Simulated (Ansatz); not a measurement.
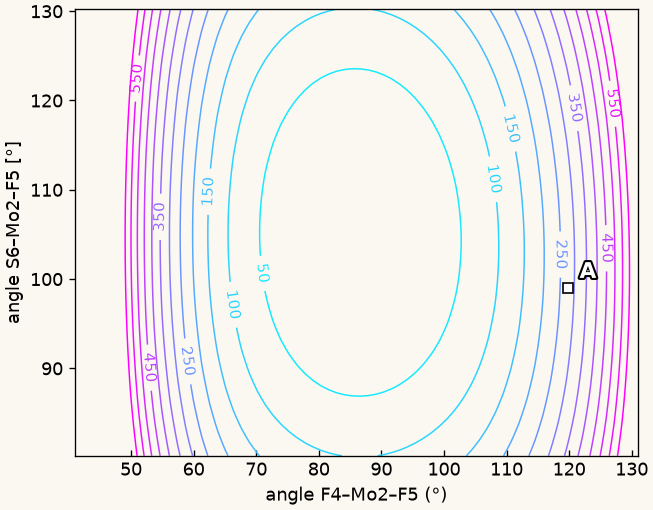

F4MoS, SMILES [F][Mo]([F])([F])([F])=[S]. First axis: angle F4–Mo2–F5. Second axis: angle S6–Mo2–F5. Nothing is relaxed (all other coordinates rigid). The scan uses a 9 × 9 grid. All energies are given in kJ/mol relative to the relaxed molecule at the same level. Computed with Ansatz, RKS PBE0-D4/def2-SVP.

Drawn: contour lines labelled in kJ/mol (none above 600), the point A. Between grid points the surface is interpolated.

Which way does the force act at A, and how strong is it?

Answer. A, at angle F4–Mo2–F5 = 119.8°, angle S6–Mo2–F5 = 99.0°, is not a stationary point. The computed force is 23 kJ/mol for each degree towards smaller values of angle F4–Mo2–F5 and 0.99 kJ/mol for each degree towards larger values of angle S6–Mo2–F5.
